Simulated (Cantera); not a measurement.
A closed system holds: 1 mol HBr, 0.93 mol O₂, held at 45000 Torr.

Cantera equilibrium calculation (NASA polynomials, part measured and part estimated; ideal gas, pure solids and liquids). Candidate condensed phases: Br₂, H₂O; 12 gas species. The ideal-gas law is rough above about 30 bar. The numbers say what is thermodynamically allowed, not how fast it happens.

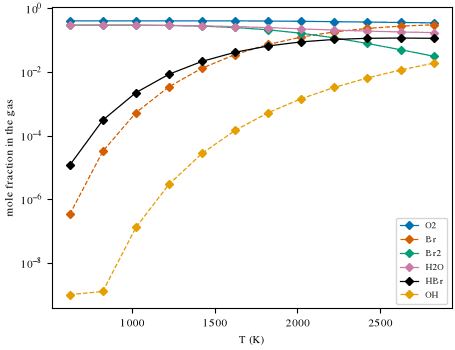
Figure: Equilibrium gas composition (values under 1e-9 drawn at 1e-9)

From 623 K to 2823 K nothing is condensed.
